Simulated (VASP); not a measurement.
Data:

```xyz
2
Lattice="0.0000 3.1343 3.1343 3.1343 0.0000 3.1343 3.1343 3.1343 0.0000" Properties=species:S:1:pos:R:3 pbc="T T T"
Zr     0.0000     0.0000     0.0000
Al     1.5672     1.5672     1.5672
```

Computed with PBE GGA, VASP's PBE PAW potentials (set 64) (plane waves; VASP 6.6.1). Run with 400 eV cut-off, 11×11×11 Γ-centred mesh, tetrahedra with Blöchl corrections, potentials Zr_sv Al.

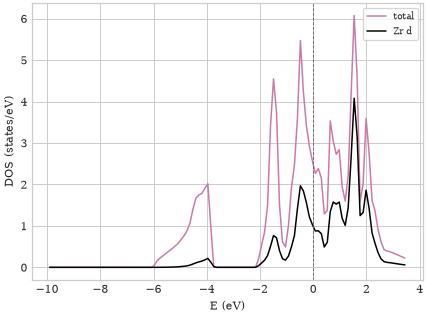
Figure: Total and projected density of states, zero at the Fermi level

Within 2 eV below the Fermi level the largest weight inside VASP's projection spheres is Zr d, then Al p.

It has no gap at this level: it comes out as a metal or semimetal.

The structure was generated: ZrAl was put into the zinc blende type (F-43m), which need not be its known phase. It was relaxed first, which changed the volume by -23 %. The electron count is odd and the run is not spin-polarised, which forces a metal.
